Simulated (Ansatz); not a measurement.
Consider Si$_{5}$Ge.

```
Si Ge
1.0
     4.93827    0.00000    0.00000
    -2.46913    4.27667    0.00000
     0.00000    0.00000    4.70783
Si Ge
5 1
Direct
  0.33333 0.66667 0.00000
  0.66667 0.33333 0.00000
  0.50000 0.00000 0.50000
  0.50000 0.50000 0.50000
  0.00000 0.50000 0.50000
  0.00000 0.00000 0.00000
```

Space group P6/mmm; a structure generated by program, which may or may not match a known phase.

All numbers below come from Ansatz 0.2.0, DFT PBE, scalar-relativistic, plane waves, PAW.

> Predict the valence pseudo-density and electron localisation function between the atoms.

Si–Ge (2.85 Å): the density is about 0.23 e/Å³ at the midpoint; the ELF peaks at about 0.70 in the valence shell of Si, 0.9 Å from its nucleus, and is about 0.45 at the midpoint.

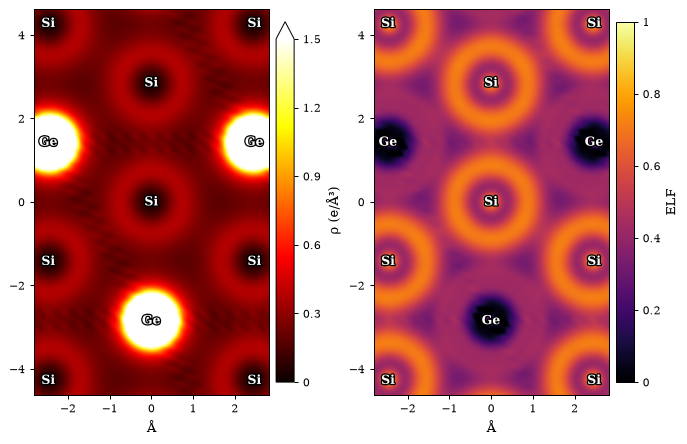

Computed valence pseudo-density and electron localisation function on the (001) plane of the conventional cell, in this order. 

In a PAW calculation such maps are meaningful between the atoms, not at the nuclei.
